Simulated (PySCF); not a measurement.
GaI$_{4}$ (charge −1)

Input file:

```
{"job": {"kind": "uv", "xc": "CAM-B3LYP", "basis": "def2-SVPD", "ip": false, "nstates": 15}, "charge": -1, "multiplicity": 1}
Ga     0.017823    -0.021620    -0.011306
I      0.009056    -0.048622     2.561887
I      2.443052    -0.042871    -0.880958
I     -1.169148     2.103320    -0.848728
I     -1.225942    -2.100688    -0.883016
```

Launched as:

```sh
OMP_NUM_THREADS=1 python probes_run.py task.json out
```

Geometry: PBE0-D3(BJ)/def2-SVP; core potentials replace the inner electrons of I.

Computed with PySCF 2.14.0, CAM-B3LYP/def2-SVPD, SCF density, gas phase, scalar-relativistic core potentials on the heavy atoms.

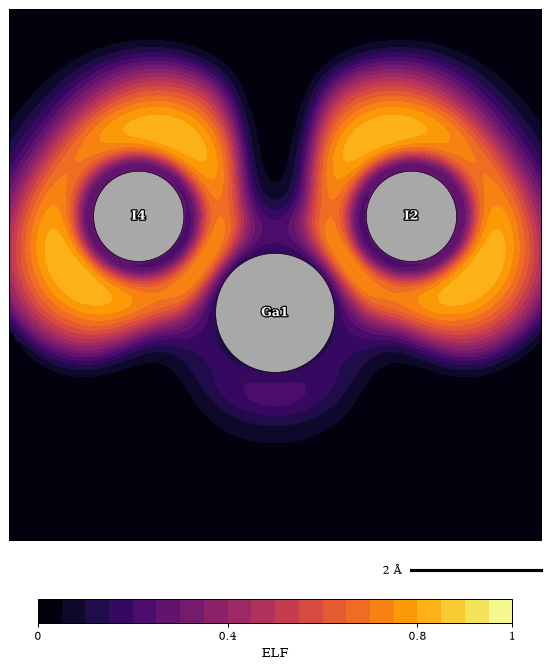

Figure 1. ELF on the plane of atoms I2, Ga1 and I4. Grey discs cover the atomic cores.

Q: Read the bonding off the picture.

A: The plane passes through Ga and I nuclei.
Ga–I (2.57 Å): the ELF peaks at about 0.75 in the valence shell of I, 1.2 Å from its nucleus, and is about 0.70 at the midpoint.
The ELF also peaks beside I4 and I2, away from the bonds: lone-pair regions.

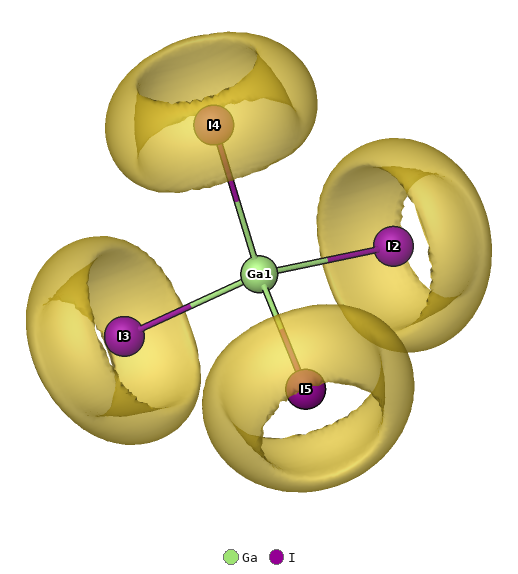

Figure 2. Isosurface of the ELF at 0.8 (yellow), seen across its widest extent. Only the valence region is drawn (cores and ρ < 0.01 e/Å³ removed).

Q: Describe the localisation domains.

A: The ELF exceeds this value in four rings or bowls of non-bonding electrons around I.
